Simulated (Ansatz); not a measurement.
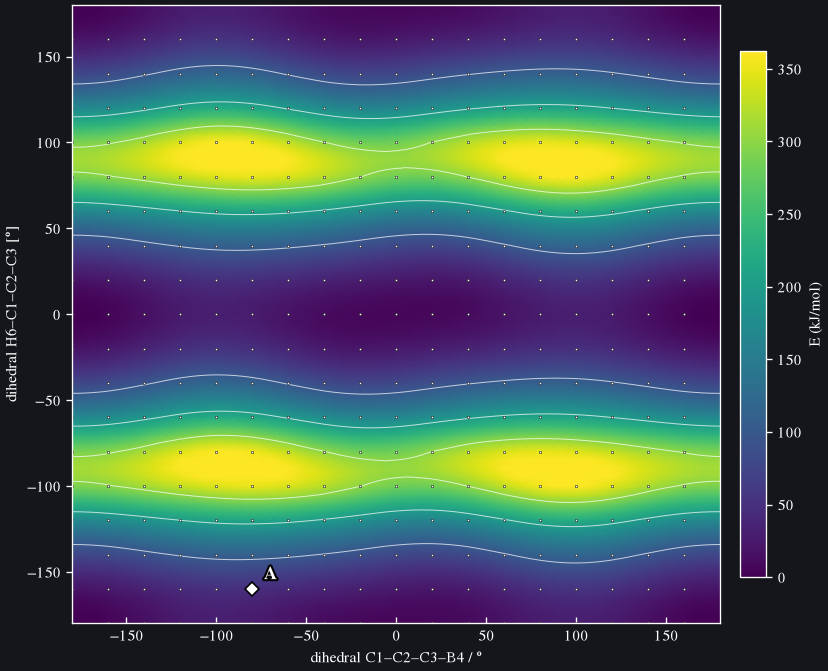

C3H4BF, SMILES C=CC=BF. 
- Coordinates scanned: (1) dihedral C1–C2–C3–B4; (2) dihedral H6–C1–C2–C3.
- Nothing is relaxed (all other coordinates rigid).
- The scan uses an 18 × 18 grid; 319 points were computed and 5 follow by symmetry.
- Energies are in kJ/mol, from the lowest grid point.
- The dihedral twists a double bond; near 90° a spin-restricted reference is unreliable.
- The calculation used Ansatz, RKS PBE0-D4/def2-SVP.

The picture shows a smooth colour map with a few white contour lines, dots at the grid points, the point A. Between grid points the surface is interpolated.

Is A at rest? If not, where is it pushed?

A, at dihedral C1–C2–C3–B4 = −80°, dihedral H6–C1–C2–C3 = −160°, is not a stationary point. The computed force is 0.22 kJ/mol for each degree towards larger values of dihedral C1–C2–C3–B4 and 2.1 kJ/mol for each degree towards smaller values of dihedral H6–C1–C2–C3.
